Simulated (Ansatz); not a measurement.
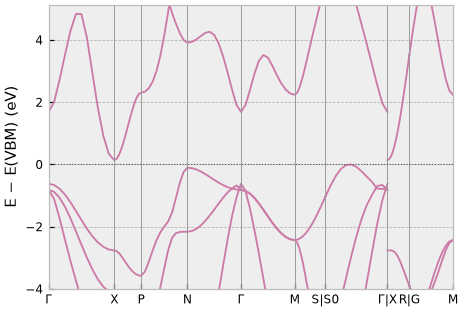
Figure: Band structure from LDA (plane waves, PAW; program Ansatz)

Q: Read off the gap and where the band edges lie.

A: About 0.1 eV (0.14 eV by a search for the band edges); maximum on the S0–Γ line, 39 % of the way from S0, minimum at X.

The material is GaN in space group I4mm (No. 107; Ga on 2a, N on 2a).

The first step of the workflow began from a Materials Project structure, measured or hypothetical; the Crystallography Open Database copy checked does not list it. It is not the phase usual at ambient conditions (space group No. 186, 216). The LDA relaxation kept the symmetry of its start. At this level the phase is dynamically unstable (imaginary phonons). Spin–orbit coupling is left out wherever it is not named.

Potentials: the later of the program's two PAW sets.
